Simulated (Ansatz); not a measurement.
Consider C3H5 (doublet).

```yaml
atoms:
  - { symbol: C, position_ang: [-0.1250, 0.2957, 0.3493] }
  - { symbol: C, position_ang: [0.7289, 0.7767, -0.6194] }
  - { symbol: C, position_ang: [-0.6425, -0.9810, 0.3780] }
  - { symbol: H, position_ang: [1.1038, 1.7913, -0.5890] }
  - { symbol: H, position_ang: [-0.3918, -1.7005, -0.3936] }
  - { symbol: H, position_ang: [-0.4117, 0.9739, 1.1502] }
  - { symbol: H, position_ang: [-1.3105, -1.3024, 1.1662] }
  - { symbol: H, position_ang: [1.0489, 0.1464, -1.4417] }
```

Geometry: PBE0-D4/def2-TZVP.

All numbers below come from UKS PBE0-D4/def2-TZVP (Ansatz).

**Predict the electron density, electron localisation function and spin density between the atoms.**

C–C (1.38 Å): ρ at the midpoint is about 2.2 e/Å³; the ELF peaks at about 0.95 between the atoms, as expected for localised, covalent bonding.
C–H (1.08 Å): ρ at the midpoint is about 2.1 e/Å³; the ELF climbs to about 1 towards the hydrogen, as it does in any bond to H; a covalent bond by its length.
The unpaired spin (1 electron) lies mostly on C2 (about 0.5) and C3 (about 0.5), in electrons by Hirshfeld's partition, with opposite, polarisation-induced spin on C1.

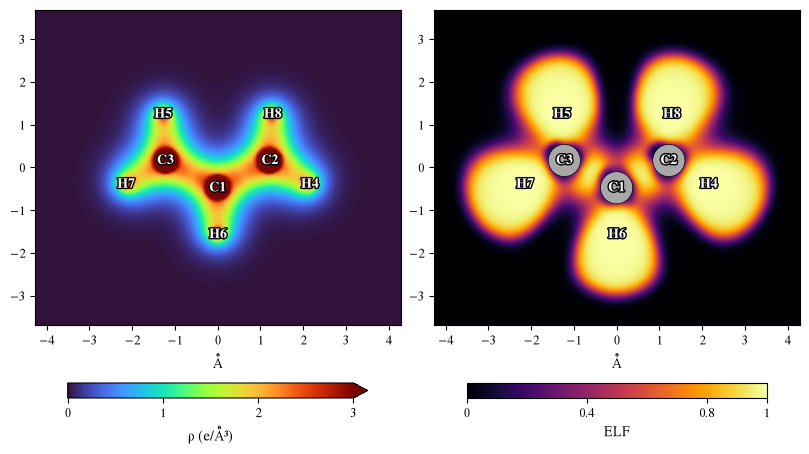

Computed electron density and electron localisation function on the molecular plane, in this order. Grey discs cover the atomic cores in the ELF map. 
